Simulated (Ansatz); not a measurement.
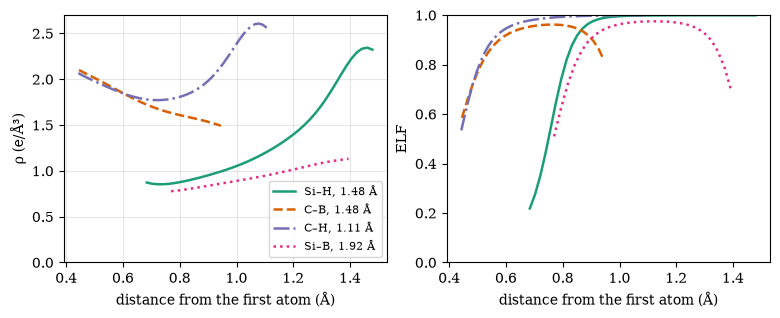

The picture shows: CH₅BSi (SMILES C[B][SiH2+]) (charge +1, doublet). Electron density and electron localisation function along straight lines between neighbouring atoms. The curves leave out the atomic cores.

Geometry: r2SCAN-D4/def2-SVP.

These are results of isolated molecule in a Gaussian basis; Kohn-Sham density functional theory, functional PBE0 (Ansatz), not measurements.

```yaml
atoms:
  - { symbol: C, position_ang: [-0.3724, 0.3758, -2.1044] }
  - { symbol: B, position_ang: [0.0533, -0.7416, -1.2279] }
  - { symbol: Si, position_ang: [0.5938, -2.1640, -0.0509] }
  - { symbol: H, position_ang: [-1.2194, 0.1063, -2.7632] }
  - { symbol: H, position_ang: [-0.7254, 1.1933, -1.4364] }
  - { symbol: H, position_ang: [0.4582, 0.7869, -2.7088] }
  - { symbol: H, position_ang: [1.1232, -3.4084, -0.6494] }
  - { symbol: H, position_ang: [0.4583, -1.9593, 1.4075] }
```

What can be read from the curves?

Si–H (1.48 Å): the density is about 0.85 e/Å³ at the midpoint; the ELF climbs to about 1 towards the hydrogen, as it does in any bond to H.
C–B (1.48 Å): ρ is about 1.7 e/Å³ halfway; the ELF peaks at about 0.95 between the atoms, as expected for a covalent bond.
C–H (1.11 Å): the density is about 1.9 e/Å³ at the midpoint; the ELF climbs to about 1 towards the hydrogen; an ordinary covalent bond to hydrogen.
Si–B (1.92 Å): ρ at the midpoint is about 0.87 e/Å³; the ELF peaks at about 1 between the atoms, as expected for a covalent bond.
